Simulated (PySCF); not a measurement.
**Run report: C₄H₅AlCl₂, NMR shielding calculation**

System: C₄H₅AlCl₂.
Method: GIAO PBE0/pcSseg-1 NMR shielding, non-relativistic, gas phase (PySCF 2.14.0).

The geometry comes from this level: GFN2-xTB. It belongs to a series of runs on one base structure; here: B replaced by Al. Figures and captions count atoms from 1; the log counts them from 0 in places.

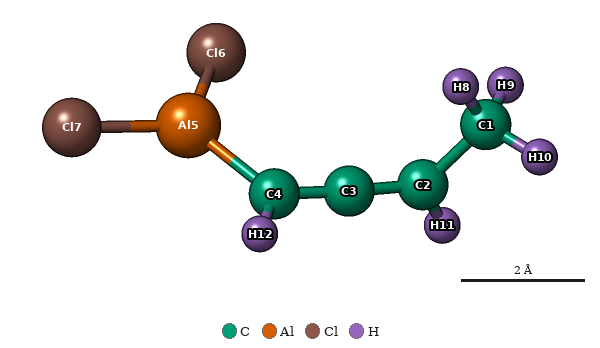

The structure (ball-and-stick view, seen at a tilt; atoms are numbered from 1 in the order of the input). Sticks mark near contacts. Bond lengths as drawn: Al–C 1.97 Å, Al–Cl 2.03 Å, C–C 1.30 to 1.50 Å and C–H 1.08 to 1.09 Å.

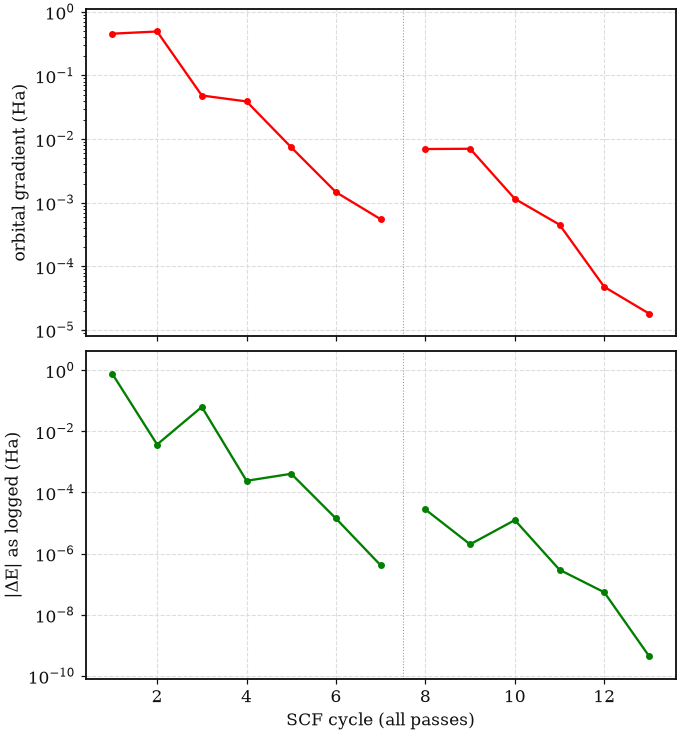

Convergence of the self-consistent field: orbital gradient and size of the energy change against the SCF cycle. The dotted line marks the change from a coarse to the final integration grid. The first 7 cycles use a coarse grid, the final grid takes over at cycle 8, and the field converges after 13 cycles in all.

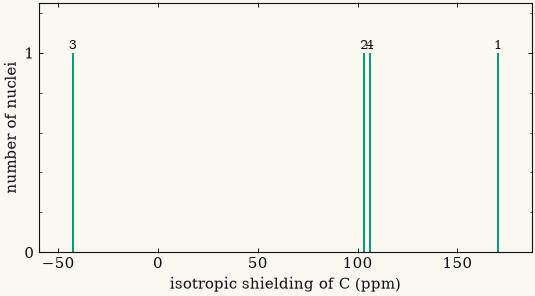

Isotropic shieldings of the carbon nuclei in this fixed geometry, labelled by atom number; shielding grows to the right, so chemical shift grows to the left. The least shielded is C3 (−42.7 ppm), the most shielded C1 (170.3 ppm).

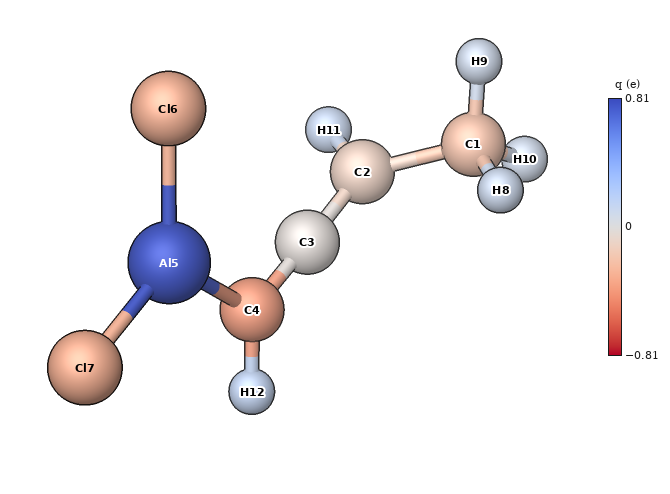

ESP-fitted charges, as the colour of each atom (ball-and-stick view, seen at a tilt; atoms are numbered from 1 in the order of the input). By element: C −0.40 to −0.03, Al +0.77, Cl −0.29 to −0.28 and H +0.09 to +0.16 e.

The input and output of the run follow.

Input
```
{"job": {"kind": "nmr", "xc": "PBE0", "basis": "pcSseg-1"}, "charge": 0, "multiplicity": 1}
C     -1.983172     0.894274    -0.492580
C     -1.305632    -0.336217     0.033178
C     -0.073926    -0.659526    -0.225783
C      1.179652    -0.932621    -0.447744
Al     2.564547    -0.253337     0.785069
Cl     2.027125     0.840374     2.412511
Cl     4.528705    -0.641416     0.427319
H     -1.298218     1.481974    -1.098097
H     -2.336253     1.506970     0.336290
H     -2.845960     0.618717    -1.098947
H     -1.911243    -0.985088     0.652733
H      1.455573    -1.534789    -1.309977
```

The first line tells a small driver script what to run in PySCF; the rest is the geometry in Å.

Run as:
```bash
OMP_NUM_THREADS=1 python <driver script> task.json out
```

Output
```
coarse grid: 12320 points
cycle   1  E = -1317.5885760255  dE =  7.522e-01  |g| = 4.528e-01  |ddm| = 3.483e+00
cycle   2  E = -1317.5848781719  dE =  3.698e-03  |g| = 4.898e-01  |ddm| = 1.003e+00
cycle   3  E = -1317.6476147750  dE = -6.274e-02  |g| = 4.836e-02  |ddm| = 5.613e-01
cycle   4  E = -1317.6478552714  dE = -2.405e-04  |g| = 3.902e-02  |ddm| = 8.272e-02
cycle   5  E = -1317.6482629778  dE = -4.077e-04  |g| = 7.420e-03  |ddm| = 3.850e-02
cycle   6  E = -1317.6482770374  dE = -1.406e-05  |g| = 1.466e-03  |ddm| = 8.303e-03
cycle   7  E = -1317.6482774508  dE = -4.134e-07  |g| = 5.506e-04  |ddm| = 1.634e-03
final grid: 107080 points
cycle   8  E = -1317.6870092749  dE = -2.773e-05  |g| = 6.980e-03  |ddm| = 2.686e-02
cycle   9  E = -1317.6870072666  dE =  2.008e-06  |g| = 7.049e-03  |ddm| = 1.205e-02
cycle  10  E = -1317.6870197270  dE = -1.246e-05  |g| = 1.153e-03  |ddm| = 6.778e-03
cycle  11  E = -1317.6870200225  dE = -2.955e-07  |g| = 4.523e-04  |ddm| = 1.410e-03
cycle  12  E = -1317.6870200768  dE = -5.426e-08  |g| = 4.772e-05  |ddm| = 4.115e-04
cycle  13  E = -1317.6870200772  dE = -4.486e-10  |g| = 1.820e-05  |ddm| = 5.760e-05
converged SCF energy = -1317.6870200772

GIAO shielding tensors (ppm)
atom      isotropic    diamagn.    paramagn.     s11        s22        s33       span
  0 C      170.302     248.518     -78.216    162.921    164.585    183.401     20.479
  1 C      103.330     261.483    -158.153     19.483    127.464    163.043    143.560
  2 C      -42.700     261.983    -304.683    -98.946    -48.908     19.753    118.699
  3 C      106.028     261.545    -155.518     32.015    122.516    163.552    131.537
  4 Al     385.403     796.288    -410.886    355.572    385.435    415.202     59.630
  5 Cl     934.513    1149.543    -215.030    801.163    964.083   1038.291    237.128
  6 Cl     914.440    1147.995    -233.555    794.566    919.596   1029.157    234.591
  7 H       30.092      30.973      -0.882     26.314     29.554     34.408      8.094
  8 H       29.855      29.576       0.279     25.558     27.903     36.105     10.546
  9 H       29.839      28.299       1.541     25.302     27.396     36.819     11.517
 10 H       26.701      31.282      -4.581     23.654     27.871     28.578      4.924
 11 H       26.695      30.010      -3.315     23.617     27.792     28.676      5.060
```

Results in brief

- outcome: converged
- total energy: −1317.687020 hartree
- HOMO: −7.14 eV
- LUMO: −1.37 eV
- dipole moment: 2.15 D
- isotropic shielding, C: −42.7 to 170.3 ppm
- isotropic shielding, Al: 385.4 ppm
- isotropic shielding, Cl: 914.4 to 934.5 ppm
- isotropic shielding, H: 26.7 to 30.1 ppm
- hardware: 1 CPU thread, shared host
- wall time: 21 s
- peak memory: 0.74 GiB
